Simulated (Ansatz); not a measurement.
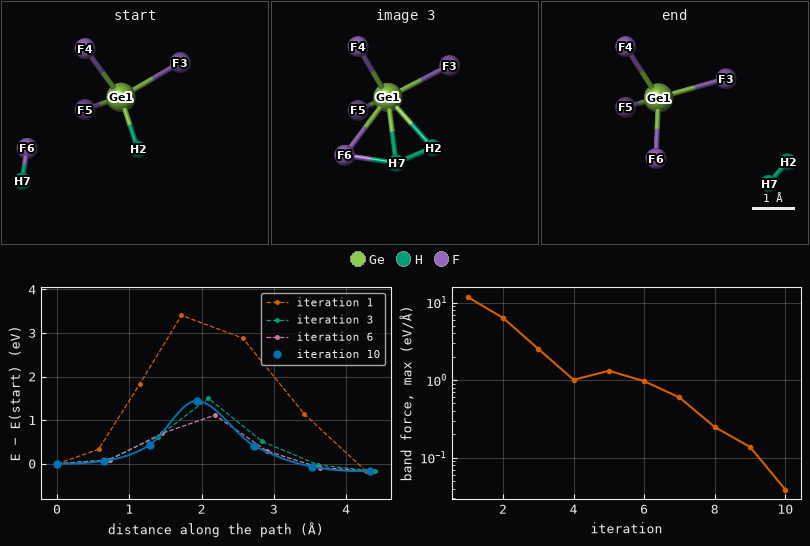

A nudged-elastic-band calculation for GeH2F4, made up at the start of GeHF$_{3}$ and HF. Images are numbered from 0 (start) to 6 (end). The plot follows the band through its iterations. The picture is a ball-and-stick view, seen from a free direction.

Theory: Ansatz 0.2.0, RKS r2SCAN-D4/def2-SVP. Set-up: 5 movable images; climbing image; force threshold 0.05 eV/Å; iteration limit 60; starting path through a guess of the saddle point.

Q: Did the band converge, and can the barrier be trusted?

A: The result is final at these settings. The band converged in 10 iterations. The largest component of the band force went from 12 to 0.039 eV/Å. The climbing image converged on the top of the path. Its vibrational analysis gives one imaginary mode (1077i cm⁻¹), as a transition state must have. The first iteration put the highest image at 3.41 eV. The highest point, image 3, lies 1.44 eV above the start and 1.61 eV above the end; the end is at −0.17 eV relative to the start.

Limits of the set-up: the start holds two separate molecules, 2.6 Å apart at their closest, whose relative position is a soft coordinate.

The run took 67 s on 4 threads of AMD EPYC 7B13 (Zen 3) (shared host), peak memory 0.19 GiB.
